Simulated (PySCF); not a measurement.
I4Si, SMILES `I[Si](I)(I)I`.

Computed with PySCF, ωB97X/def2-TZVP, geometry: GFN2-xTB. Core potentials replace the inner electrons of I; spin–orbit coupling isn't included. No frequency check shows the geometry to be a minimum. GFN2-xTB bond lengths at metals and heavier atoms can be off by up to 0.1 Å and shapes distorted, which carries into these values.

Input script:

```python
import numpy as np
from pyscf import gto, scf, dft
from pyscf.scf import atom_ks, atom_hf
from scipy.linalg import block_diag

def solve(mol, dm0=None, hcore=None):
    mf = (dft.UKS if mol.spin else dft.RKS)(mol, xc='wb97x')
    mf.grids.level = 3
    mf = mf.density_fit(auxbasis='def2-universal-jkfit')
    mf.conv_tol, mf.max_cycle = 1e-8, 80
    if hcore is not None:
        mf.get_hcore = lambda *args: hcore
    mf.kernel(dm0)
    if not mf.converged:
        mf = mf.newton().run(mf.mo_coeff, mf.mo_occ, max_cycle=30)
    assert mf.converged, 'SCF not converged'
    return mf

mol = gto.M(atom='''
I     -1.36706     1.48514    -1.42685
Si    -0.00004    -0.00042    -0.00002
I      1.36706    -1.48509    -1.42685
I      1.48535     1.36687     1.42685
I     -1.48535    -1.36681     1.42685
''', basis='def2-tzvp', ecp={'I': 'def2-tzvp'}, charge=0, spin=0, verbose=4)
mf = solve(mol)
mf.analyze()
# spherically averaged free atoms, for the promolecule
atom_ks.AtomSphAverageRKS.init_guess_by_vsap = lambda self, mol=None: self.init_guess_by_minao(mol)  # core potentials
atm = atom_ks.get_atm_nrks(mol, xc='wb97x')
pro = block_diag(*[(atm[a[0]][2] * atm[a[0]][3]) @ atm[a[0]][2].T for a in mol._atom])
np.savez('result.npz', e=mf.e_tot, c=mf.mo_coeff, occ=mf.mo_occ, eps=mf.mo_energy, pro=pro, dip=mf.dip_moment(verbose=0), s2=mf.spin_square()[0])
```

Command:

```sh
OMP_NUM_THREADS=1 python input.py
```

The run took 69 s on 1 thread of Intel(R) Xeon(R) Platinum 8259CL CPU @ 2.50GHz (Skylake/Cascade Lake), on a shared host, peak memory 1.1 GiB.

Partitions, critical points and surface values were worked out afterwards from this run's density.

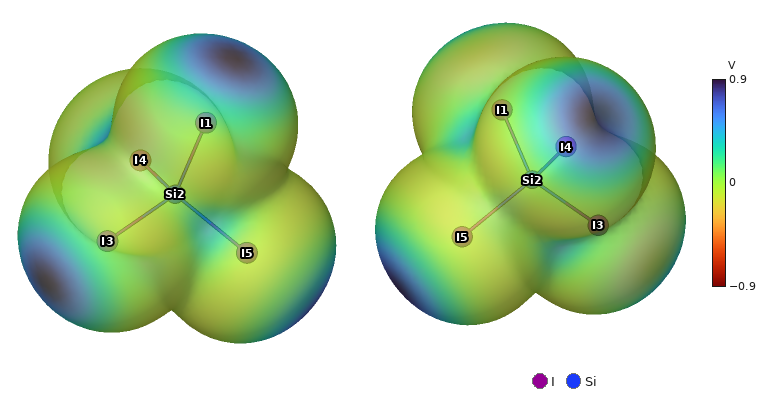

Electrostatic potential on the surface of electron density 0.001 a.u. (back view left, front view right).

Q: Where are the extremes of the potential on the surface?

A: Highest: 0.89 V, 2.2 Å from I4, and at like points elsewhere. Further maxima include 0.45 V, 2.4 Å from Si2. Lowest: −0.14 V, 2.4 Å from I4, and at like points elsewhere. The surface is sampled at points, so like sites can differ by a few per cent and only the strongest of them is named.

Q: Does I4 carry a σ-hole?

A: Yes: a local maximum of +0.89 V lies on the extension of the Si2–I4 bond.
